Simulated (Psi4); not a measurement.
**CH4ClGeO (SMILES [CH3][Ge]([OH])[Cl]): UPBE/6-31G(d) (spherical functions)**

Aim: the energy change on altering one bond length of CH4ClGeO at UPBE/6-31G* (spherical functions), from 2 runs. The job is set up through a Python script.

Program for the calculation: Psi4 1.11.

## (1) The structure to begin with

The species is CH4ClGeO (8 atoms), meant as a doublet with charge 0. As SMILES, `[CH3][Ge]([OH])[Cl]`. Geometry: relaxed at PBE0-D4/def2-TZVP. This is one conformer, not always the lowest.

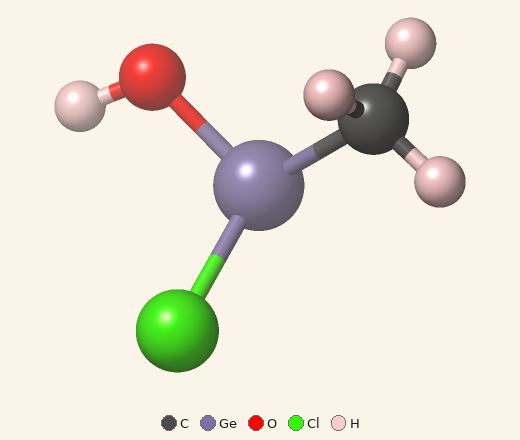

The structure, seen from a chosen angle (carbon dark grey, germanium purple, oxygen red, chlorine green, hydrogen pink).

## (2) Energy and gradient at UPBE/6-31G(d) (spherical functions)

Input file ch4clgeo.xyz:

```xyz
8
CH4ClGeO
C      0.070000     1.235100    -0.045900
Ge    -0.661500    -0.553500     0.272700
O      0.714600    -1.504600     0.880000
Cl    -1.247100    -1.432100    -1.639400
H      0.419500     1.652400     0.898100
H      0.906900     1.122600    -0.737600
H     -0.694800     1.876200    -0.480900
H      0.584600    -2.453200     0.797100
```

Input file job.py:

```python
import psi4

psi4.set_memory('2200 MB')
psi4.set_num_threads(1)
psi4.core.set_output_file('run.log', False)

with open('ch4clgeo.xyz') as f:
    atoms = ''.join(f.readlines()[2:])
molecule = psi4.geometry('0 2\n' + atoms + 'symmetry c1\nno_reorient\nno_com')

options = {'reference': 'uks', 'puream': True, 'e_convergence': 1e-09, 'd_convergence': 1e-08, 'scf_type': 'pk', 'dft_radial_points': 99, 'dft_spherical_points': 590, 'maxiter': 100}
psi4.set_options(options)

e_tot, wfn = psi4.gradient("pbe/6-31G*", molecule=molecule, return_wfn=True)
psi4.oeprop(wfn, "MAYER_INDICES", "QUADRUPOLE", "DIPOLE")
print('gradient / Eh bohr^-1')
print(e_tot.np.round(6))
print(f'energy = {wfn.energy():.10f} Eh')
```

Run with:

```console
$ python job.py
```

run.log (excerpt; [...] marks lines left out):

```text
[...]
  Running in c1 symmetry.
[...]
  Nuclear repulsion =  363.285753670846702
[...]
  Multiplicity = 2
[...]
  Nalpha       = 34
  Nbeta        = 33
[...]
    Number of basis functions: 86
[...]
   @UKS iter   1: -2650.21302792661709   -1.60133e+00   3.39478e-02 DIIS/ADIIS
[...]
   @UKS iter  15: -2652.02878160331920   -3.18323e-12   3.12869e-09 DIIS
[...]
   @S^2 Observed:                7.513699378E-01
[...]
    Orbital Energies [Eh]
    ---------------------
    Alpha Occupied:
       1A   -397.069691     2A   -100.641196     3A    -49.211336
       4A    -43.828632     5A    -43.827841     6A    -43.827078
       7A    -18.781414     8A     -9.903657     9A     -9.156402
      10A     -6.979107    11A     -6.971972    12A     -6.971532
      13A     -6.017069    14A     -4.233769    15A     -4.231572
      16A     -4.228874    17A     -1.124382    18A     -1.120056
      19A     -1.118093    20A     -1.116853    21A     -1.115825
      22A     -0.910784    23A     -0.732778    24A     -0.651047
      25A     -0.496497    26A     -0.413105    27A     -0.383360
      28A     -0.375229    29A     -0.327917    30A     -0.314073
      31A     -0.297780    32A     -0.272853    33A     -0.265487
      34A     -0.182281
[...]
  @UKS Final Energy: -2652.02878160331920
   => Energetics <=
    Nuclear Repulsion Energy =            363.2857536708467023
    One-Electron Energy =               -4410.8583860483195167
    Two-Electron Energy =                1517.7167327472711804
    DFT Exchange-Correlation Energy =    -122.1728819731176543
    Empirical Dispersion Energy =           0.0000000000000000
    VV10 Nonlocal Energy =                  0.0000000000000000
    Total Energy =                      -2652.0287816033192030
  UHF NO Occupations:
  HONO-2 :   32  A 1.9999239
  HONO-1 :   33  A 1.9995522
[...]
  -Total Gradient:
     Atom            X                  Y                   Z
    ------   -----------------  -----------------  -----------------
       1       -0.002042719026    -0.001110156483     0.001086896769
       2        0.014021870355    -0.003906977957    -0.007517880611
       3       -0.017770707542    -0.010251985491    -0.007982816992
       4        0.003421325442     0.004395237761     0.011524372511
       5       -0.002077430549    -0.002454389060    -0.006294962654
       6       -0.005242539851     0.000405013177     0.004346400259
       7        0.005314105354    -0.003805289817     0.002719979412
       8        0.004386426333     0.016741439146     0.002122083203
[...]
 Multipole Moments:
 ------------------------------------------------------------------------------------
     Multipole            Electronic (a.u.)      Nuclear  (a.u.)        Total (a.u.)
 ------------------------------------------------------------------------------------
 L = 1.  Multiply by 2.5417464519 to convert [e a0] to [Debye]
 Dipole X            :         66.3312730          -66.1700831            0.1611900
 Dipole Y            :         84.4123968          -84.0661674            0.3462294
 Dipole Z            :         22.9343085          -22.4917093            0.4425992
 Magnitude           :                                                    0.5845947
 L = 2.  Multiply by 1.3450342976 to convert [e a0^2] to [Debye ang]
 Quadrupole XX       :       -198.9240013          165.6245666          -33.2994347
 Quadrupole XY       :       -118.9550200          117.7337166           -1.2213034
[...]
```

On the terminal:

```text
gradient / Eh bohr^-1
[[-0.002043 -0.00111   0.001087]
 [ 0.014022 -0.003907 -0.007518]
 [-0.017771 -0.010252 -0.007983]
 [ 0.003421  0.004395  0.011524]
 [-0.002077 -0.002454 -0.006295]
 [-0.005243  0.000405  0.004346]
 [ 0.005314 -0.003805  0.00272 ]
 [ 0.004386  0.016741  0.002122]]
energy = -2652.0287816033 Eh
```

Wall time 22 s (1 thread of AMD EPYC 9R45 (Zen 5), shared host); peak memory 1.2 GiB.

## (3) The distorted shape

Input file ch4clgeo.xyz:

```xyz
8
CH4ClGeO
C     -0.342823     1.520425    -0.228087
Ge    -1.074323    -0.268175     0.090513
O      0.714600    -1.504600     0.880000
Cl    -1.659923    -1.146775    -1.821587
H      0.006677     1.937725     0.715913
H      0.494077     1.407925    -0.919787
H     -1.107623     2.161525    -0.663087
H      0.584600    -2.453200     0.797100
```

Input file ch4clgeo.py:

```python
import psi4

psi4.set_memory(2200000000)
psi4.set_num_threads(1)
psi4.set_output_file('run.log', False)

with open('ch4clgeo.xyz') as f:
    atoms = ''.join(f.readlines()[2:])
geom = psi4.geometry('0 2\n' + atoms + 'symmetry c1\nno_reorient\nno_com')

psi4.set_options({
    'reference': 'uks',
    'puream': True,
    'e_convergence': 1e-09,
    'd_convergence': 1e-08,
    'scf_type': 'pk',
    'dft_radial_points': 99,
    'dft_spherical_points': 590,
    'maxiter': 100,
})

E, wfn = psi4.gradient("pbe/6-31G*", molecule=geom, return_wfn=True)
psi4.oeprop(wfn, "MULLIKEN_CHARGES", "QUADRUPOLE", "WIBERG_LOWDIN_INDICES")
print('gradient / Eh bohr^-1')
print(E.np.round(6))
print(f'energy = {wfn.energy():.10f} Eh')
```

Run with:

```console
$ python ch4clgeo.py
```

run.log (excerpt; [...] marks lines left out):

```text
[...]
  Running in c1 symmetry.
[...]
  Nuclear repulsion =  339.881612283033803
[...]
  Multiplicity = 2
[...]
  Nalpha       = 34
  Nbeta        = 33
[...]
    Number of basis functions: 86
[...]
   @UKS iter   1: -2650.00891964481298   -1.75182e+00   3.42710e-02 ADIIS/DIIS
[...]
   @UKS iter  19: -2651.98540947863148   -5.45697e-12   1.32347e-09 DIIS
[...]
   @S^2 Observed:                7.544869179E-01
[...]
  @UKS Final Energy: -2651.98540947863148
   => Energetics <=
    Nuclear Repulsion Energy =            339.8816122830338031
    One-Electron Energy =               -4363.7763366807666898
    Two-Electron Energy =                1493.9723229217509015
    DFT Exchange-Correlation Energy =    -122.0630080026495961
    Empirical Dispersion Energy =           0.0000000000000000
    VV10 Nonlocal Energy =                  0.0000000000000000
    Total Energy =                      -2651.9854094786314818
  UHF NO Occupations:
  HONO-2 :   32  A 1.9998179
  HONO-1 :   33  A 1.9981290
[...]
  -Total Gradient:
     Atom            X                  Y                   Z
    ------   -----------------  -----------------  -----------------
       1       -0.006334846298    -0.002085926639     0.002581156381
       2       -0.036580524227     0.043404016771    -0.031260922228
       3        0.030162603010    -0.055937873287     0.012520147269
       4        0.001608782955     0.000885639471     0.008217941954
       5       -0.001947980417    -0.001663770635    -0.006521995849
       6       -0.005234962991    -0.000297549079     0.004684188344
       7        0.006642582263    -0.003448201516     0.003503823177
       8        0.011682341512     0.019130118460     0.006260989388
[...]
  Mulliken Charges: (a.u.)
   Center  Symbol    Alpha    Beta     Spin     Total
       1     C     3.36979  3.22298  0.14682 -0.59277
       2    GE    16.06348 15.59069  0.47279  0.34582
       3     O     4.46762  4.16011  0.30751 -0.62773
       4    CL     8.62733  8.54362  0.08371 -0.17095
       5     H     0.38980  0.39600 -0.00621  0.21420
       6     H     0.39329  0.38277  0.01052  0.22393
       7     H     0.39121  0.39778 -0.00657  0.21100
       8     H     0.29747  0.30604 -0.00857  0.39649
   Total alpha = 34.00000, Total beta = 33.00000, Total charge =  0.00000
[...]
```

The script printed:

```text
gradient / Eh bohr^-1
[[-0.006335 -0.002086  0.002581]
 [-0.036581  0.043404 -0.031261]
 [ 0.030163 -0.055938  0.01252 ]
 [ 0.001609  0.000886  0.008218]
 [-0.001948 -0.001664 -0.006522]
 [-0.005235 -0.000298  0.004684]
 [ 0.006643 -0.003448  0.003504]
 [ 0.011682  0.01913   0.006261]]
energy = -2651.9854094786 Eh
```

Wall time 24 s (1 thread of AMD EPYC 9R45 (Zen 5), shared host); peak memory 1.1 GiB.

## (4) Summary of results

Level: UPBE/6-31G* (spherical functions).

```
                                                          quantity           value
                                         first shape: total energy  -2652.02878 Eh
                                        first shape: dipole moment          1.49 D
                   first shape: HOMO energy (highest over α and β)        -4.96 eV
                    first shape: LUMO energy (lowest over α and β)        -3.85 eV
                                                 first shape: ⟨S²⟩           0.751
                             first shape: largest force on an atom      1.132 eV/Å
                                     distorted shape: total energy  -2651.98541 Eh
                                    distorted shape: dipole moment          1.94 D
               distorted shape: HOMO energy (highest over α and β)        -5.50 eV
                distorted shape: LUMO energy (lowest over α and β)        -4.54 eV
                                             distorted shape: ⟨S²⟩           0.754
                         distorted shape: largest force on an atom      3.332 eV/Å
energy change with the Ge2–O3 bond stretched from 1.780 to 2.313 Å        1.180 eV
```

**Reading.** With the Ge2–O3 bond stretched from 1.780 to 2.313 Å the energy rises by 1.18 eV (27 kcal/mol). The first shape isn't relaxed at this level, so the change isn't measured from a minimum. The largest force (first shape) is 1.13 eV/Å: the shape isn't a stationary point for this species at this level. Mulliken charges (distorted shape) run from -0.63 on O3 to +0.40 on H8.
